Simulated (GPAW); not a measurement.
## TaGe2P4 monolayer: work function by functional and basis

Aim: the work function of both faces of TaGe2P4 monolayer, and its spread over functionals and bases.

Calculated with GPAW 26.7.0; GPAW, PAW setups; layer in a repeated cell with vacuum, relaxation of atoms and in-plane cell, in the first sound run; inputs show where later runs differ.

## Step 1: Set-up

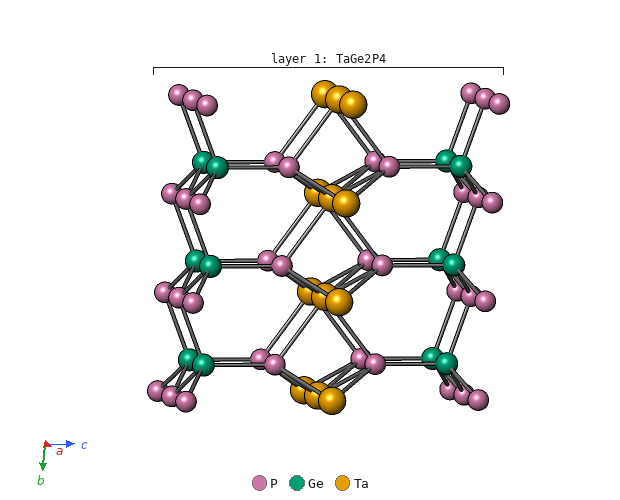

The cell as given, from the side, with the c axis across the page (phosphorus pink, germanium teal, tantalum orange). 2×3×1 cells are drawn. Bonds to atoms that aren't drawn are left out. Some periodic images of atoms are drawn too.

The cell holds 7 atoms: 4 P, 2 Ge and 1 Ta. Its edges and angles: a = 3.580 Å, b = 3.580 Å, c = 26.995 Å, α = 90.0°, β = 90.0°, γ = 120.0°. Vacuum lies along c.

## Step 2: Relaxation

Forces are removed first; all later runs use this geometry.

run.py

```python
import json
import numpy as np
from ase import Atoms
from ase.filters import FrechetCellFilter
from ase.optimize import BFGS
from gpaw import GPAW, PW

slab = Atoms(
    ['P', 'Ge', 'P', 'Ta', 'P', 'Ge', 'P'],
    positions=[
        [0.00000, 0.00000, 9.00000],
        [-0.00000, 2.06691, 9.75357],
        [-0.00000, 2.06691, 11.95357],
        [0.00000, 0.00000, 13.49768],
        [-0.00000, 2.06691, 15.04178],
        [-0.00000, 2.06691, 17.24178],
        [0.00000, 0.00000, 17.99535]],
    cell=[[3.58, 0.0, 0.0], [-1.79, 3.10037, 0.0], [0.0, 0.0, 26.9954]],
    pbc=[True, True, True],
    magmoms=[0.0, 0.0, 0.0, 1.0, 0.0, 0.0, 0.0])

slab.calc = GPAW(mode=PW(600), xc='PBE', kpts={'size': (9, 9, 1), 'gamma': True},
                 occupations={'name': 'fermi-dirac', 'width': 0.05}, nbands='200%',
                 convergence={'density': 1e-05}, maxiter=200,
                 symmetry={'tolerance': 1e-3}, txt='slab.txt')
result = {}
# The in-plane cell is free; stress needs a cell that repeats along all three vectors
path = []
opt = BFGS(FrechetCellFilter(slab, mask=[1, 1, 0, 0, 0, 1]), maxstep=0.2)
opt.attach(lambda: path.append((slab.get_potential_energy(), slab.positions.tolist(), slab.get_forces().tolist())))
result['relaxed'] = bool(opt.run(fmax=0.02, steps=45))
result['path'] = path
result['cell'] = slab.cell.tolist()
print('in-plane lattice', slab.cell.cellpar().round(4)[[0, 1, 5]])
energy = slab.get_potential_energy()
fermi = slab.calc.get_fermi_level()
v = slab.calc.get_electrostatic_potential().mean((0, 1)) - fermi
n = slab.calc.get_pseudo_density().mean((0, 1))
L = slab.cell[2, 2]
z = np.arange(len(v)) * L / len(v)
low, high = slab.positions[:, 2].min(), slab.positions[:, 2].max()
below, above = np.interp([low - 6.8, high + 6.8], z, v)
slopes = [np.interp(x, z, np.gradient(v, z)) for x in (low - 6.8, high + 6.8)]
eps = np.array([[slab.calc.get_eigenvalues(k, s) for k in range(len(slab.calc.get_ibz_k_points()))]
                for s in range(slab.calc.get_number_of_spins())]) - fermi
top, bottom = eps[eps < 0].max(), eps[eps > 0].min()
dipole = slab.get_dipole_moment()[2]
print(f'energy {energy:.4f} eV, Fermi level {fermi:.4f} eV, dipole {dipole:.5f} e A')
print(f'potential 6.8 A off the faces, from the Fermi level: lower {below:.4f} eV, upper {above:.4f} eV')
print(f'slope of the potential there: lower {slopes[0]:.5f}, upper {slopes[1]:.5f} eV/A')
print(f'nearest levels on the mesh: {top:.4f} and {bottom:.4f} eV')
print('magnetic moment', round(slab.get_magnetic_moment(), 3))
result.update(energy=energy, fermi=fermi, dipole=dipole, below=below, above=above, slopes=slopes, edges=[top, bottom],
              z=z.tolist(), v=v.tolist(), n=n.tolist(), positions=slab.positions.tolist(),
              forces=slab.get_forces(apply_constraint=False).tolist(), moments=slab.get_magnetic_moments().tolist())
json.dump(result, open('result.json', 'w'))
```

Launch:

```bash
OMP_NUM_THREADS=1 OPENBLAS_NUM_THREADS=1 python run.py
```

What it wrote:

```text
Step          Energy          fmax
BFGS:    0      -40.100362        3.406984
BFGS:    1      -40.719680        2.793175
BFGS:    2      -41.596345        0.563636
BFGS:    3      -41.615583        0.394727
BFGS:    4      -41.640315        0.426783
BFGS:    5      -41.680457        0.422073
BFGS:    6      -41.704619        0.255663
BFGS:    7      -41.713105        0.177244
BFGS:    8      -41.715568        0.171215
BFGS:    9      -41.717337        0.145941
BFGS:   10      -41.719802        0.167764
BFGS:   11      -41.722703        0.205105
BFGS:   12      -41.725218        0.156473
BFGS:   13      -41.726516        0.073971
BFGS:   14      -41.726858        0.025983
BFGS:   15      -41.726912        0.004639
in-plane lattice [  3.6198   3.6198 120.    ]
energy -41.7176 eV, Fermi level -0.0100 eV, dipole 0.00069 e A
potential 6.8 A off the faces, from the Fermi level: lower 5.3922 eV, upper 5.3944 eV
slope of the potential there: lower -0.00067, upper -0.00052 eV/A
nearest levels on the mesh: -0.0574 and 0.0364 eV
magnetic moment 0.0
```

It took 60 min on 1 thread of Arm Neoverse V1, shared host; peak memory 1 GiB.

This step gave:

| Item | Value |
| --- | --- |
| dipole along the normal | 6.86e-4 e·Å |
| levels nearest the Fermi level on the mesh | -0.05737, 0.03638 eV from the Fermi level |
| sum of the site moments | 0 μB |

The electrostatic potential energy of an electron (without an applied field's), less the Fermi level, planar mean oscillates, so the rows of the table below give means over windows of 1.69 Å about each position, cut where the curve ends. Its maxima inside the range that stand out by 2 % of the span (Å: eV): 9.2: -9.98, 11.0: 2.28, 12.7: -6.31, 14.3: -6.31, 16.0: 2.29, 17.8: -9.97. Its minima: 8.7: -13.2, 9.7: -14.0, 12.1: -11.4, 13.5: -17.2, 14.9: -11.4, 17.3: -14.0, 18.3: -13.2.

Table of electrostatic potential energy of an electron (without an applied field's), less the Fermi level, planar mean by z; means over each step:

```
z (Å)  electrostatic potential energy of an electron (without an applied field's), less the Fermi level, planar mean (eV)
 0.84                                                                                                                5.39
 2.54                                                                                                                5.39
 4.23                                                                                                                5.39
 5.92                                                                                                                5.35
 7.61                                                                                                                1.20
 9.30                                                                                                               -11.5
10.99                                                                                                              -0.891
12.68                                                                                                               -10.5
14.37                                                                                                               -10.2
16.05                                                                                                              -0.827
17.75                                                                                                               -11.6
19.44                                                                                                                1.60
21.12                                                                                                                5.36
22.82                                                                                                                5.40
24.51                                                                                                                5.39
26.20                                                                                                                5.39
```

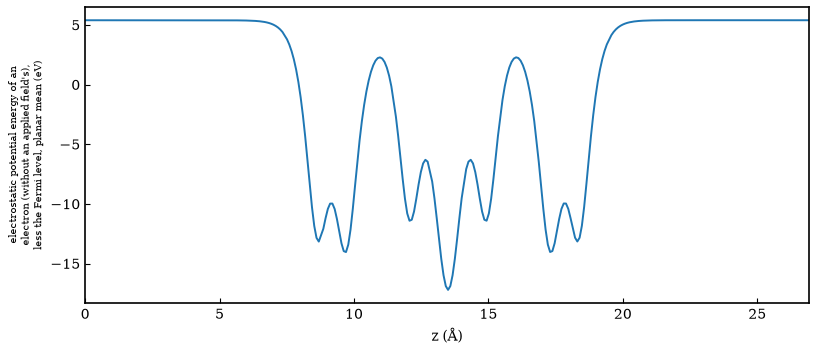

Electrostatic potential energy of an electron (without an applied field's), less the Fermi level, planar mean against z.

The pseudo valence density, planar mean oscillates, so the rows of the table below give means over windows of 2 Å about each position, cut where the curve ends. Its maxima inside the range that stand out by 2 % of the span (Å: e/Å³): 9.1: 0.433, 10.1: 0.230, 13.5: 1.05, 16.9: 0.230, 17.9: 0.433. Its minima: 9.8: 0.0745, 10.8: 0.125, 16.2: 0.125, 17.2: 0.0744.

Table of pseudo valence density, planar mean by z; means over each step:

```csv
z (Å),"pseudo valence density, planar mean (e/Å³)"
4,9.1e-6
6,0.00309
8,0.185
10,0.212
12,0.296
14,0.607
16,0.188
18,0.271
20,0.0449
22,1.6e-4
24,0
```

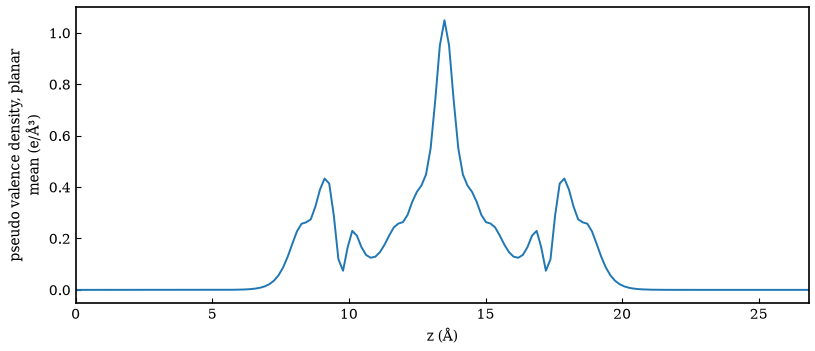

Pseudo valence density, planar mean, plotted against z.

The relaxation lowered the energy of the cell by 1.63 eV (energies extrapolated to zero smearing; the optimiser's log prints free energies). The largest force left on a free atom is 0.0046 eV/Å.

## Step 3: Plane waves, PBE

The work function is the vacuum plateau of the electrostatic potential less the Fermi level; a dipole layer lets the two faces have plateaus of their own.

This step: GPAW, PAW setups; slab in vacuum (GPAW 26.7.0).

The cell differs from the one that the last finished run ended in (c 26.995 → 27.730 Å).

run.py

```python
import json
import numpy as np
from ase import Atoms
from gpaw import GPAW, PW

slab = Atoms(
    ['P', 'Ge', 'P', 'Ta', 'P', 'Ge', 'P'],
    positions=[
        [0.00000, -0.00000, 9.00000],
        [-0.00000, 2.08991, 10.07377],
        [-0.00000, 2.08991, 12.43823],
        [0.00000, -0.00000, 13.86516],
        [-0.00000, 2.08991, 15.29208],
        [-0.00000, 2.08991, 17.65654],
        [0.00000, -0.00000, 18.73032]],
    cell=[[3.61984, 0.0, 0.0], [-1.80992, 3.13487, 0.0], [0.0, 0.0, 27.7303]],
    pbc=[True, True, False],
    magmoms=[0.0, 0.0, 0.0, 1.0, 0.0, 0.0, 0.0])

slab.calc = GPAW(mode=PW(400), xc='PBE', kpts={'size': (9, 9, 1), 'gamma': True},
                 occupations={'name': 'fermi-dirac', 'width': 0.05}, nbands='200%',
                 convergence={'density': 1e-05}, maxiter=200,
                 poissonsolver={'dipolelayer': 'xy'},
                 symmetry={'tolerance': 1e-3}, txt='slab.txt')
result = {}
energy = slab.get_potential_energy()
fermi = slab.calc.get_fermi_level()
v = slab.calc.get_electrostatic_potential().mean((0, 1)) - fermi
n = slab.calc.get_pseudo_density().mean((0, 1))
L = slab.cell[2, 2]
z = np.arange(len(v)) * L / len(v)
low, high = slab.positions[:, 2].min(), slab.positions[:, 2].max()
below, above = np.interp([low - 6.8, high + 6.8], z, v)
slopes = [np.interp(x, z, np.gradient(v, z)) for x in (low - 6.8, high + 6.8)]
eps = np.array([[slab.calc.get_eigenvalues(k, s) for k in range(len(slab.calc.get_ibz_k_points()))]
                for s in range(slab.calc.get_number_of_spins())]) - fermi
top, bottom = eps[eps < 0].max(), eps[eps > 0].min()
dipole = slab.get_dipole_moment()[2]
print(f'energy {energy:.4f} eV, Fermi level {fermi:.4f} eV, dipole {dipole:.5f} e A')
print(f'potential 6.8 A off the faces, from the Fermi level: lower {below:.4f} eV, upper {above:.4f} eV')
print(f'slope of the potential there: lower {slopes[0]:.5f}, upper {slopes[1]:.5f} eV/A')
print(f'nearest levels on the mesh: {top:.4f} and {bottom:.4f} eV')
print('magnetic moment', round(slab.get_magnetic_moment(), 3))
result.update(energy=energy, fermi=fermi, dipole=dipole, below=below, above=above, slopes=slopes, edges=[top, bottom],
              z=z.tolist(), v=v.tolist(), n=n.tolist(), positions=slab.positions.tolist(),
              forces=slab.get_forces(apply_constraint=False).tolist(), moments=slab.get_magnetic_moments().tolist())
json.dump(result, open('result.json', 'w'))
```

What it wrote:

```text
energy -41.6981 eV, Fermi level -0.1524 eV, dipole 0.00205 e A
potential 6.8 A off the faces, from the Fermi level: lower 5.3957 eV, upper 5.3909 eV
slope of the potential there: lower -0.00009, upper 0.00009 eV/A
nearest levels on the mesh: -0.0574 and 0.0363 eV
magnetic moment 0.0
```

Run time: 3.2 min. Hardware: 1 thread; peak memory 0.35 GiB.

Numbers from this step:

- dipole along the normal: 0.002045 e·Å
- levels nearest the Fermi level on the mesh: -0.05735, 0.03632 eV from the Fermi level
- upper work function: 5.391 eV
- lower work function: 5.396 eV

The electrostatic potential energy of an electron (without an applied field's), less the Fermi level, planar mean oscillates, so the rows of the table below give means over windows of 1.73 Å about each position, cut where the curve ends. Its maxima inside the range that stand out by 2 % of the span (Å: eV): 9.5: -9.92, 11.4: 2.26, 13.0: -6.34, 14.7: -6.35, 16.4: 2.25, 18.2: -9.92. Its minima: 9.1: -13.1, 10.1: -14.0, 12.5: -11.5, 13.9: -17.2, 15.3: -11.5, 17.7: -14.0, 18.6: -13.1.

Table of electrostatic potential energy of an electron (without an applied field's), less the Fermi level, planar mean by z; means over each step:

| z (Å) | electrostatic potential energy of an electron (without an applied field's), less the Fermi level, planar mean (eV) |
| --- | --- |
| 0.86 | 5.40 |
| 2.59 | 5.40 |
| 4.32 | 5.40 |
| 6.05 | 5.38 |
| 7.78 | 2.64 |
| 9.51 | -11.6 |
| 11.24 | -1.03 |
| 12.97 | -10.1 |
| 14.70 | -10.4 |
| 16.43 | -0.993 |
| 18.16 | -11.6 |
| 19.89 | 2.26 |
| 21.62 | 5.37 |
| 23.35 | 5.39 |
| 25.08 | 5.39 |
| 26.81 | 5.39 |

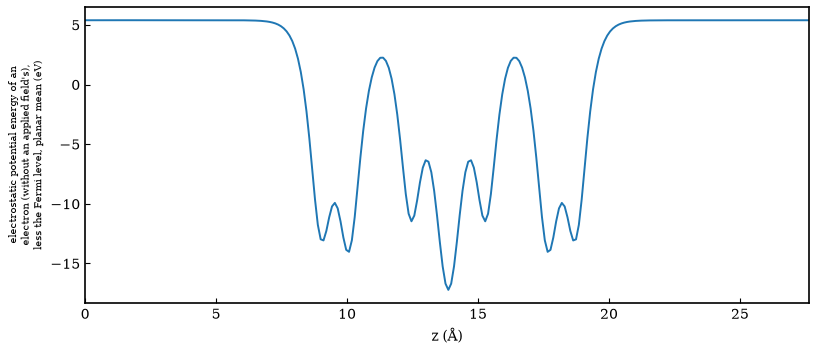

Electrostatic potential energy of an electron (without an applied field's), less the Fermi level, planar mean, plotted against z.

The pseudo valence density, planar mean oscillates, so the rows of the table below give means over windows of 2 Å about each position, cut where the curve ends. Its maxima inside the range that stand out by 2 % of the span (Å: e/Å³): 9.5: 0.436, 10.6: 0.221, 13.9: 1.05, 17.1: 0.221, 18.2: 0.436. Its minima: 10.2: 0.0843, 11.3: 0.126, 16.5: 0.126, 17.5: 0.0843.

Table of pseudo valence density, planar mean by z; means over each step:

| z (Å) | pseudo valence density, planar mean (e/Å³) |
| --- | --- |
| 4 | 3.1e-6 |
| 6 | 0.00109 |
| 8 | 0.124 |
| 10 | 0.250 |
| 12 | 0.235 |
| 14 | 0.636 |
| 16 | 0.207 |
| 18 | 0.265 |
| 20 | 0.0880 |
| 22 | 4.8e-4 |
| 24 | 1.5e-6 |

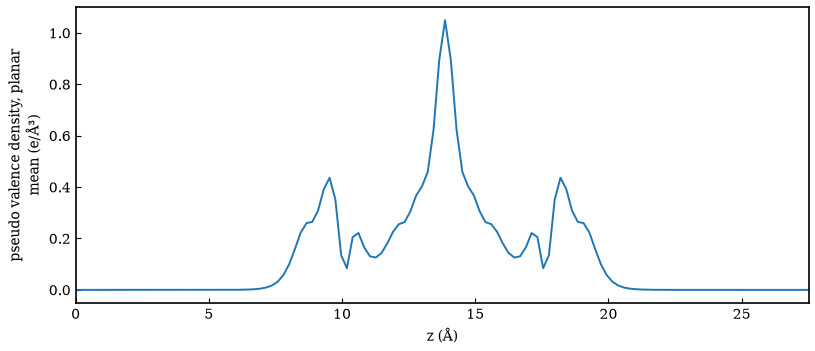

Pseudo valence density, planar mean, plotted against z.

The potential is flat to 8.7e-5 eV/Å where it is read, so the vacuum is wide enough.

## Step 4: Self-consistent run: xc = "RPBE"

The same geometry under RPBE, to see how far the functional moves the levels against the vacuum.

Edit run.py of step 3 so:

```diff
@@ -19,3 +19,3 @@
 
-slab.calc = GPAW(mode=PW(400), xc='PBE', kpts={'size': (9, 9, 1), 'gamma': True},
+slab.calc = GPAW(mode=PW(400), xc='RPBE', kpts={'size': (9, 9, 1), 'gamma': True},
                  occupations={'name': 'fermi-dirac', 'width': 0.05}, nbands='200%',
```

What it wrote:

```text
energy -39.2789 eV, Fermi level -0.0546 eV, dipole 0.00204 e A
potential 6.8 A off the faces, from the Fermi level: lower 5.3083 eV, upper 5.3036 eV
slope of the potential there: lower -0.00009, upper 0.00009 eV/A
nearest levels on the mesh: -0.0576 and 0.0377 eV
magnetic moment 0.0
```

It took 3.4 min on 1 thread; peak memory 0.35 GiB.

This step gave:

| Property | Result |
| --- | --- |
| dipole along the normal | 0.002037 e·Å |
| levels nearest the Fermi level on the mesh | -0.05762, 0.03767 eV from the Fermi level |
| upper work function | 5.304 eV |
| lower work function | 5.308 eV |

The electrostatic potential energy of an electron (without an applied field's), less the Fermi level, planar mean oscillates, so the rows of the table below give means over windows of 1.73 Å about each position, cut where the curve ends. Its maxima inside the range that stand out by 2 % of the span (Å: eV): 9.5: -10.0, 11.4: 2.13, 13.0: -6.45, 14.7: -6.45, 16.4: 2.13, 18.2: -10.0. Its minima: 9.1: -13.2, 10.1: -14.1, 12.5: -11.6, 13.9: -17.3, 15.3: -11.6, 17.7: -14.1, 18.6: -13.2.

The electrostatic potential energy of an electron (without an applied field's), less the Fermi level, planar mean by z; means over each step:

```
z (Å)  electrostatic potential energy of an electron (without an applied field's), less the Fermi level, planar mean (eV)
 0.86                                                                                                                5.31
 2.59                                                                                                                5.31
 4.32                                                                                                                5.31
 6.05                                                                                                                5.29
 7.78                                                                                                                2.55
 9.51                                                                                                               -11.7
11.24                                                                                                               -1.15
12.97                                                                                                               -10.2
14.70                                                                                                               -10.5
16.43                                                                                                               -1.12
18.16                                                                                                               -11.7
19.89                                                                                                                2.17
21.62                                                                                                                5.28
23.35                                                                                                                5.30
25.08                                                                                                                5.30
26.81                                                                                                                5.30
```

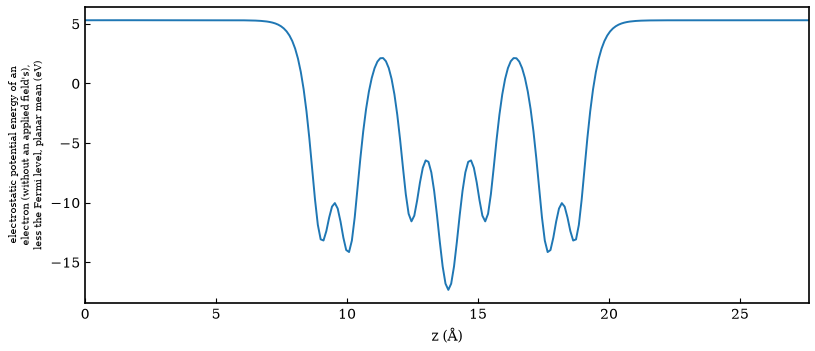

Electrostatic potential energy of an electron (without an applied field's), less the Fermi level, planar mean against z.

The pseudo valence density, planar mean oscillates, so the rows of the table below give means over windows of 2 Å about each position, cut where the curve ends. Its maxima inside the range that stand out by 2 % of the span (Å: e/Å³): 9.5: 0.436, 10.6: 0.220, 13.9: 1.05, 17.1: 0.220, 18.2: 0.436. Its minima: 10.2: 0.0850, 11.3: 0.126, 16.5: 0.126, 17.5: 0.0850.

The pseudo valence density, planar mean by z; means over each step:

```
z (Å)  pseudo valence density, planar mean (e/Å³)
    4                                      3.4e-6
    6                                     0.00110
    8                                       0.124
   10                                       0.250
   12                                       0.236
   14                                       0.636
   16                                       0.207
   18                                       0.265
   20                                      0.0881
   22                                      4.9e-4
   24                                      1.6e-6
```

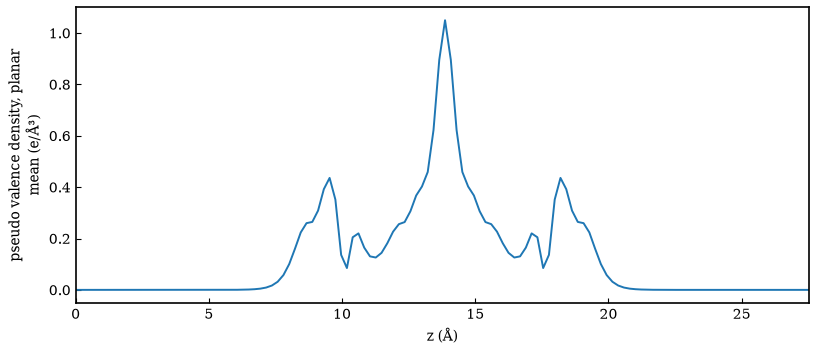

Pseudo valence density, planar mean, plotted against z.

Force by atom:

| atom | x (eV/Å) | y (eV/Å) | z (eV/Å) | size |
| --- | --- | --- | --- | --- |
| P1 | 0.000 | 0.000 | -0.127 | 0.127 |
| Ge2 | 0.000 | 0.000 | -0.001 | 0.001 |
| P3 | 0.000 | 0.000 | -0.074 | 0.074 |
| Ta4 | 0.000 | 0.000 | 0.000 | 0.000 |
| P5 | 0.000 | 0.000 | 0.074 | 0.074 |
| Ge6 | 0.000 | 0.000 | 0.001 | 0.001 |
| P7 | 0.000 | 0.000 | 0.127 | 0.127 |

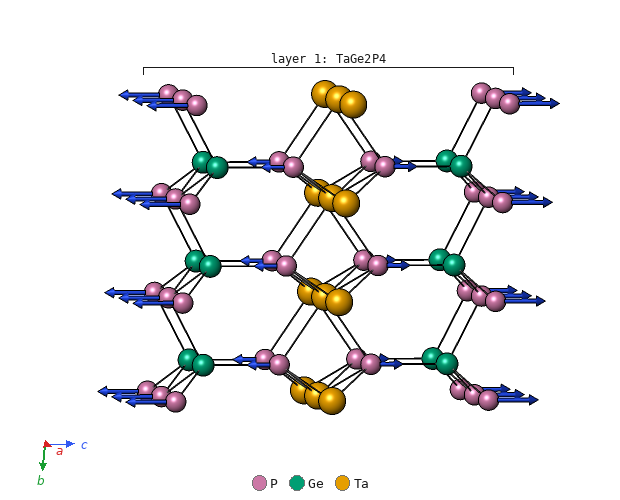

Force as arrows, the longest 0.127 eV/Å. Bonds to atoms that aren't drawn are left out. 2×3×1 cells are drawn. Some periodic images of atoms are drawn too.

The upper face's work function is 5.304 eV, against 5.391 eV in the first plane-wave PBE run at this geometry.

## Step 5: OptPBE vdW: xc = "optPBE-vdW"

The same geometry under optPBE-vdW, to see how far the functional moves the levels against the vacuum (the van der Waals functionals take revPBE setups).

Edit run.py of step 4 so:

```diff
@@ -19,3 +19,3 @@
 
-slab.calc = GPAW(mode=PW(400), xc='RPBE', kpts={'size': (9, 9, 1), 'gamma': True},
+slab.calc = GPAW(mode=PW(400), xc='optPBE-vdW', kpts={'size': (9, 9, 1), 'gamma': True},
                  occupations={'name': 'fermi-dirac', 'width': 0.05}, nbands='200%',
```

What it wrote:

```text
energy -102.6641 eV, Fermi level -0.2496 eV, dipole 0.00204 e A
potential 6.8 A off the faces, from the Fermi level: lower 5.5758 eV, upper 5.5710 eV
slope of the potential there: lower -0.00009, upper 0.00009 eV/A
nearest levels on the mesh: -0.0531 and 0.0300 eV
magnetic moment 0.0
```

Elapsed: 3.6 min, on 1 thread; peak memory 0.57 GiB.

This step gave:

```yaml
dipole_along_the_normal: 0.002039 e·Å
levels_nearest_the_fermi_level_on_the_mesh: -0.05314, 0.03001 eV from the Fermi level
upper_work_function: 5.571 eV
lower_work_function: 5.576 eV
```

The upper face's work function is 5.571 eV, against 5.391 eV in the first plane-wave PBE run at this geometry.

(Continued in part 2 of 2.)

[Logs are printed without paths, hosts, clocks, repeated set-up lines and the standing remarks that a program may print on its own settings, such as how far it seeks lower states.]

[Hosts, paths, dates, database ids (printed as entryN), source tags and the programs' standing remarks are cut or masked in the printed files.]
